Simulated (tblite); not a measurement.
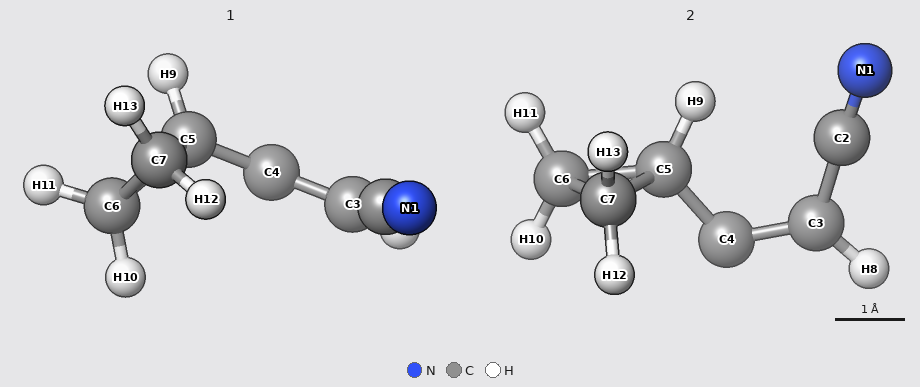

Two geometries of C6H6N (multiplicity 2), drawn at one scale. One is the start of a relaxation, the other its converged end. A ball-and-stick model, seen at a tilt.

These are results of tblite, GFN2-xTB geometry optimisation, gas phase, not measurements. 

Question: Which geometry has the lower energy?

Answer: Structure 1 is the relaxed one. The largest move after the best rigid fit is that of N1, 2.27 Å. By element the largest moves are N 2.27 Å, H 1.39 Å, C 1.12 Å. Some distances before and after: C7–H12 1.133 → 1.079 Å, C2–C3 1.459 → 1.416 Å, C3–C4 1.352 → 1.310 Å, C6–H10 1.108 → 1.080 Å. Among the angles between lasting bonds that change: C3–C4–C5 115.7° → 144.9°, C4–C5–C7 113.3° → 121.9°, H10–C6–H11 120.1° → 114.0°. Groups turn about C4–C5 by about 95°. The energy falls by 17.9 kcal/mol in 122 geometry steps. Cost: 0.47 s on 1 thread of Arm Neoverse V2 (shared host).
